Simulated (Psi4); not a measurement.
**C2H2FP (SMILES FC1=CP1): a chain of runs**

Wanted: a geometry optimisation (B3LYP-D3(BJ)/def2-SVP), then vibrational wavenumbers, then the vertical excitations (TD-B3LYP/def2-SVP) of C2H2FP. 

The calculation is run with Psi4 1.11.

## 1. The structure to begin with

The species is C2H2FP (6 atoms), meant as a singlet with charge 0. SMILES: `FC1=CP1`. The coordinates come from a GFN2-xTB (4 decimals) relaxation. The run starts from this shape.

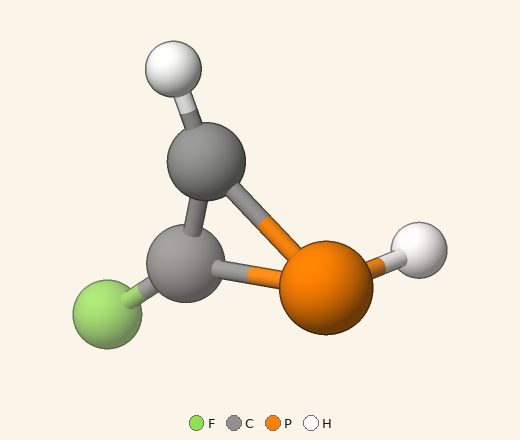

The structure, seen from a chosen angle (fluorine green, carbon grey, phosphorus orange, hydrogen white).

## 2. A structure relaxation at B3LYP-D3(BJ)/def2-SVP (density fitting) (run 1)

c2h2fp.sdf reads:

```

     RDKit          3D

  6  6  0  0  0  0  0  0  0  0999 V2000
   -1.3287   -1.2763    0.8835 F   0  0  0  0  0  0  0  0  0  0  0  0
   -0.4984   -0.5183    0.1975 C   0  0  0  0  0  0  0  0  0  0  0  0
    0.7655   -0.3141   -0.0525 C   0  0  0  0  0  0  0  0  0  0  0  0
   -0.3367    0.8189   -1.0362 P   0  0  0  0  0  0  0  0  0  0  0  0
    1.7662   -0.6268    0.1408 H   0  0  0  0  0  0  0  0  0  0  0  0
   -0.3680    1.9166   -0.1332 H   0  0  0  0  0  0  0  0  0  0  0  0
  2  1  1  0
  3  2  2  0
  4  3  1  0
  4  2  1  0
  5  3  1  0
  6  4  1  0
M  END
$$$$
```

c2h2fp.py reads:

```python
import psi4
from rdkit import Chem

psi4.set_memory(1600000000)
psi4.set_num_threads(1)
psi4.set_output_file('psi4.out', False)

rd = Chem.SDMolSupplier('c2h2fp.sdf', removeHs=False, sanitize=False)[0]
xyz = rd.GetConformer().GetPositions()
atoms = '\n'.join(f'{a.GetSymbol()} {x:.4f} {y:.4f} {z:.4f}' for a, (x, y, z) in zip(rd.GetAtoms(), xyz))
geom = psi4.geometry('0 1\n' + atoms + '')

psi4.set_options({
    'basis': 'def2-SVP',
    'geom_maxiter': 60,
})

energy_value, wavefunction = psi4.optimize('b3lyp-d3bj', return_wfn=True)
print('E =', round(energy_value, 9))
geom.save_xyz_file('final.xyz', False)
```

Command:

```
$ python c2h2fp.py
```

psi4.out:

```text
[...]
  Running in c1 symmetry.
[...]
  Nuclear repulsion =  141.514712359292020
[...]
  Multiplicity = 1
[...]
  Nalpha       = 19
  Nbeta        = 19
[...]
    Number of basis functions: 70
[...]
   @DF-RKS iter   1:  -518.09359995888303    2.21304e-02   8.58043e-03 ADIIS/DIIS
[...]
   @DF-RKS iter   7:  -518.29270185276380   -2.38742e-12   3.31576e-09 DIIS
[...]
  @DF-RKS Final Energy:  -518.29270185276380
   => Energetics <=
    Nuclear Repulsion Energy =            141.2576536374636760
    One-Electron Energy =                -994.6646999847994266
    Two-Electron Energy =                 371.6333072975521077
    DFT Exchange-Correlation Energy =     -36.5113245848300991
    Empirical Dispersion Energy =          -0.0076382181500248
    VV10 Nonlocal Energy =                  0.0000000000000000
    Total Energy =                       -518.2927018527637983
[...]
  -Total Gradient:
     Atom            X                  Y                   Z
    ------   -----------------  -----------------  -----------------
       1        0.000000396507     0.000035510975    -0.000032520697
       2       -0.000038497175     0.000055318893    -0.000095506993
       3        0.000055034427     0.000044093668    -0.000046415030
       4       -0.000016016307    -0.000066476243     0.000084746864
       5       -0.000029335083    -0.000025971716     0.000051529510
       6        0.000011245230     0.000024362786    -0.000008130566
[...]
```

The script printed:

```text
Optimizer: Optimization complete!
E = -518.292701853
```

It took 26 s on 1 thread of AMD EPYC 7B13 (Zen 3), shared host; peak memory 0.52 GiB.

Step by step:

```csv
step,energy from the first frame kept (eV),largest force (eV/Å)
0,0.0000,1.0917
1,-0.0303,0.2670
2,-0.0320,0.1485
3,-0.0327,0.0978
4,-0.0331,0.0181
5,-0.0331,0.0060
```

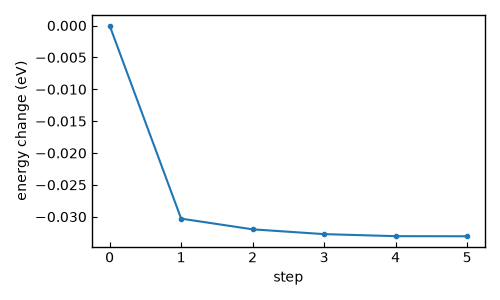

Energy along the run.

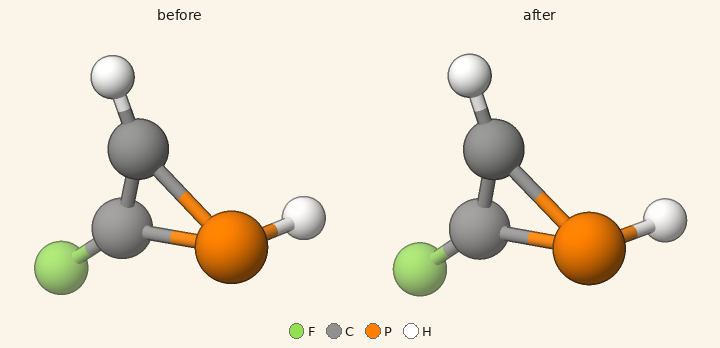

Before and after, at one scale.

After the run. Bond lengths: F1–C2 1.314 Å, C2–C3 1.298 Å, C2–P4 1.821 Å, C3–P4 1.888 Å, C3–H5 1.087 Å, P4–H6 1.450 Å. Angles: F1–C2–C3 142.9°, F1–C2–P4 144.8°, C3–C2–P4 72.3°, C2–C3–P4 66.8°, C2–P4–C3 40.9°, C2–C3–H5 148.8°, P4–C3–H5 144.4°, C2–P4–H6 99.8°, C3–P4–H6 100.6°.

## 3. The harmonic vibrations at B3LYP-D3(BJ)/def2-SVP (density fitting) (run 2)

input.inp reads:

```
memory 1.6 GB

molecule system {
  0 1
  F
  C 1 R2
  C 2 R3 1 A3
  P 2 R4 3 A4 1 D4
  H 3 R5 2 A5 1 D5
  H 4 R6 2 A6 3 D6

  R2 = 1.313686
  R3 = 1.297545
  A3 = 142.86074
  R4 = 1.820881
  A4 = 72.34196
  D4 = -178.27773
  R5 = 1.086634
  A5 = 148.81874
  D5 = 0.15837
  R6 = 1.45022
  A6 = 99.75043
  D6 = -95.03591
  units angstrom
}

set basis def2-SVP
set t 400.0
set rotational_symmetry_number 1

e_tot, wfn = freq("b3lyp-d3bj", return_wfn=True)
```

Command:

```
$ psi4 -n 1 input.inp input.out
```

input.out:

```text
[...]
  Running in c1 symmetry.
[...]
  Nuclear repulsion =  141.257647152960345
[...]
  Multiplicity = 1
[...]
  Nalpha       = 19
  Nbeta        = 19
[...]
    Number of basis functions: 70
[...]
   @DF-RKS iter   1:  -518.09685802447075   -8.73997e-04   8.52163e-03 ADIIS/DIIS
[...]
   @DF-RKS iter  12:  -518.29270153385403   -4.32010e-12   8.36875e-09 DIIS
[...]
  @DF-RKS Final Energy:  -518.29270153385403
   => Energetics <=
    Nuclear Repulsion Energy =            141.2566134696193103
    One-Electron Energy =                -994.6633554824574048
    Two-Electron Energy =                 371.6328473136581465
    DFT Exchange-Correlation Energy =     -36.5111685016575507
    Empirical Dispersion Energy =          -0.0076383330165529
    VV10 Nonlocal Energy =                  0.0000000000000000
    Total Energy =                       -518.2927015338540286
[...]
  -Total Gradient:
     Atom            X                  Y                   Z
    ------   -----------------  -----------------  -----------------
       1       -0.000007380605     0.000030417106     0.000036215650
       2       -0.000020935730     0.000173488832     0.000057816611
       3        0.000010415266     0.000415873756    -0.000191020496
       4       -0.000017204673    -0.000082111322    -0.000005424069
       5       -0.000010622106    -0.000445200132     0.000210713926
       6        0.000038359020    -0.000027146678    -0.000057558100
[...]
  ==> Harmonic Vibrational Analysis <==
[...]
  Freq [cm^-1]                 337.8001            355.3767            617.6062
[...]
  Freq [cm^-1]                 694.1685            736.9500            767.3011
[...]
  Freq [cm^-1]                 929.5014            976.5061           1141.8170
[...]
  Freq [cm^-1]                1844.7628           2225.3880           3284.9300
[...]
```

Standard output:

```text
Warning: used thermodynamics relations inappropriate for low-frequency modes: ['337.8001' '355.3767' '617.6062']
```

It took 2.3 min on 1 thread of AMD EPYC 7B13 (Zen 3), shared host; peak memory 0.49 GiB.

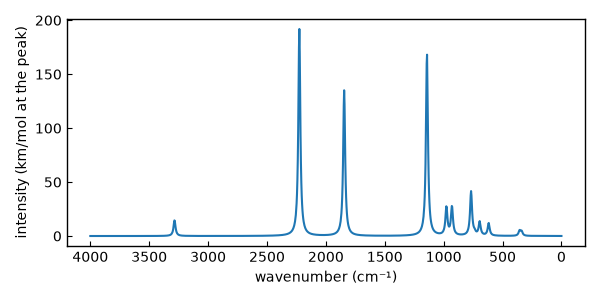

Harmonic infrared spectrum, unscaled, lines broadened by 10 cm⁻¹.

## 4. The vertical excitations at TD-B3LYP/def2-SVP (density fitting, save jk yes) (run 3)

input.inp reads:

```
memory 1.6 GB

molecule {
  0 1
  F     -1.331538    -1.262406     0.874869
  C     -0.489477    -0.522009     0.190387
  C      0.773605    -0.341041    -0.045192
  P     -0.342181     0.820866    -1.030514
  H      1.804292    -0.633972     0.135496
  H     -0.386914     1.966364    -0.142273
  symmetry c1
}

set basis def2-SVP
set reference rks
set save_jk true

from psi4.driver.procrouting.response.scf_response import tdscf_excitations
E, wfn = energy('b3lyp', return_wfn=True)
states = tdscf_excitations(wfn, states=4, tda=False)
```

Command:

```
$ psi4 -i input.inp -o input.out -n 1
```

input.out:

```text
[...]
  Running in c1 symmetry.
[...]
  Nuclear repulsion =  141.257648868047340
[...]
  Multiplicity = 1
[...]
  Nalpha       = 19
  Nbeta        = 19
[...]
    Number of basis functions: 70
[...]
   @DF-RKS iter   1:  -518.08921969958317   -8.73754e-04   8.52163e-03 DIIS/ADIIS
[...]
   @DF-RKS iter  10:  -518.28506363520717   -3.69778e-09   2.22145e-07 DIIS
[...]
  @DF-RKS Final Energy:  -518.28506363520717
   => Energetics <=
    Nuclear Repulsion Energy =            141.2576488680473403
    One-Electron Energy =                -994.6647207611091517
    Two-Electron Energy =                 371.6333328500770108
    DFT Exchange-Correlation Energy =     -36.5113245922224081
    Empirical Dispersion Energy =           0.0000000000000000
    VV10 Nonlocal Energy =                  0.0000000000000000
    Total Energy =                       -518.2850636352071660
[...]
 Multipole Moments:
 ------------------------------------------------------------------------------------
     Multipole            Electronic (a.u.)      Nuclear  (a.u.)        Total (a.u.)
 ------------------------------------------------------------------------------------
 L = 1.  Multiply by 2.5417464519 to convert [e a0] to [Debye]
 Dipole X            :         -2.5068119            2.9043973            0.3975854
 Dipole Y            :         -1.6094373            1.6858646            0.0764273
 Dipole Z            :          0.0213187            0.1185370            0.1398557
 Magnitude           :                                                    0.4283397
[...]
                                    Excitation Energy         Total Energy        Oscillator Strength             Rotatory Strength
[...]
Excited State    1 (1 A):   0.19230 au   236.94 nm f = 0.0072
[...]
Excited State    2 (1 A):   0.21292 au   214.00 nm f = 0.0150
[...]
```

Run time: 19 s. Hardware: 1 thread of AMD EPYC 7B13 (Zen 3), shared host; peak memory 0.45 GiB.

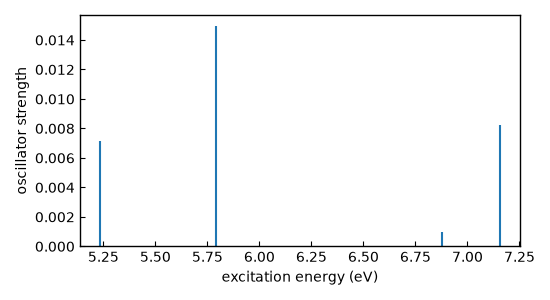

Vertical excitations as sticks.

The roots found:

```csv
excited state,energy (eV),strength,label
1,5.233,0.0072,A 1
2,5.794,0.0149,A 1
3,6.880,0.0010,A 1
4,7.155,0.0082,A 1
```

## 5. Outcome

| quantity | value |
| --- | --- |
| run 1, B3LYP-D3(BJ)/def2-SVP: total energy at the end | -518.29270 Eh |
| run 1, B3LYP-D3(BJ)/def2-SVP: dipole moment | 1.09 D |
| run 1, B3LYP-D3(BJ)/def2-SVP: HOMO energy | -6.73 eV |
| run 1, B3LYP-D3(BJ)/def2-SVP: LUMO energy | -0.36 eV |
| run 1, B3LYP-D3(BJ)/def2-SVP: HOMO–LUMO gap | 6.37 eV |
| run 1, B3LYP-D3(BJ)/def2-SVP: dispersion energy | -20.05 kJ/mol |
| run 2, B3LYP-D3(BJ)/def2-SVP: lowest harmonic wavenumber | 338 cm⁻¹ |
| run 2, B3LYP-D3(BJ)/def2-SVP: highest harmonic wavenumber | 3285 cm⁻¹ |
| run 2, B3LYP-D3(BJ)/def2-SVP: zero-point energy | 83.2 kJ/mol |
| run 2, B3LYP-D3(BJ)/def2-SVP: ideal-gas entropy at 400 K (symmetry number 1 as used) | 72.4 cal/(mol K) |
| run 3, TD-B3LYP/def2-SVP: ground-state or mean-field energy | -518.28506 Eh |
| run 3, TD-B3LYP/def2-SVP: dipole moment (B3LYP Kohn–Sham density) | 1.09 D |
| run 3, TD-B3LYP/def2-SVP: HOMO energy (B3LYP Kohn–Sham orbitals) | -6.73 eV |
| run 3, TD-B3LYP/def2-SVP: LUMO energy (B3LYP Kohn–Sham orbitals) | -0.36 eV |
| run 3, TD-B3LYP/def2-SVP: HOMO–LUMO gap (B3LYP Kohn–Sham orbitals) | 6.37 eV |
| run 3, TD-B3LYP/def2-SVP: lowest excitation energy | 5.23 eV |

In words: The optimisation (run 1, B3LYP-D3(BJ)/def2-SVP) took 6 steps and changed the energy by -0.033 eV. All 12 modes (run 2, B3LYP-D3(BJ)/def2-SVP) are real, so the shape is a minimum at this level. The brightest of the 4 transitions from the ground state lies at 5.79 eV (214 nm, f = 0.015); the lowest, at 5.23 eV, has f = 0.007. Roots above 6.7 eV lie over the negative of the HOMO energy, where those of Rydberg kind are poorly described; valence roots are less touched.
